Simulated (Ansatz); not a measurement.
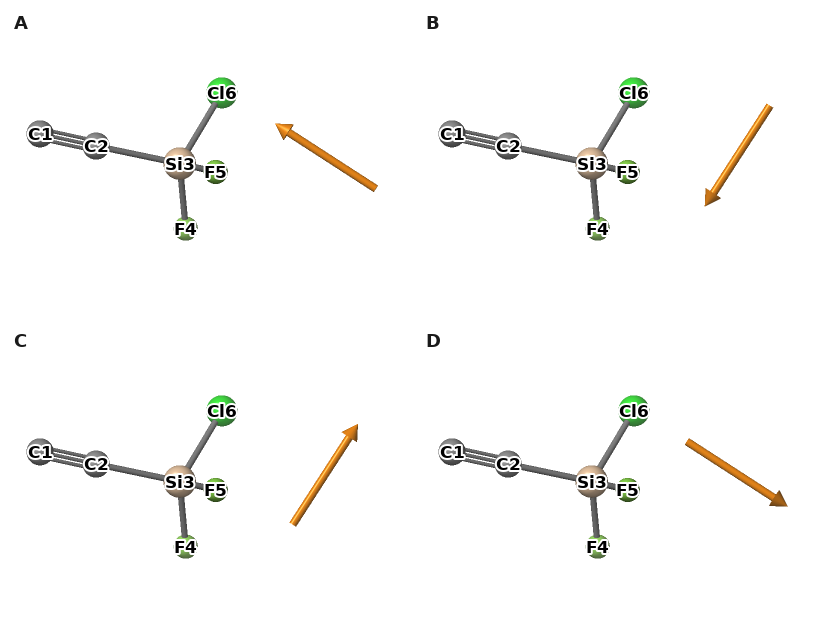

The same molecule four times, each with an arrow. State: neutral, doublet. The geometry was computed by an optimisation with PBE0-D4/def2-TZVP. Method: UKS r2SCAN-D4/def2-TZVPP (Ansatz 0.2.0).

### Which arrow points along the dipole moment, from the negative to the positive end?

A. The dipole moment is 1.19 D; it points from the side of F4, F5 to the side of C1 (the outermost atoms at the two ends).
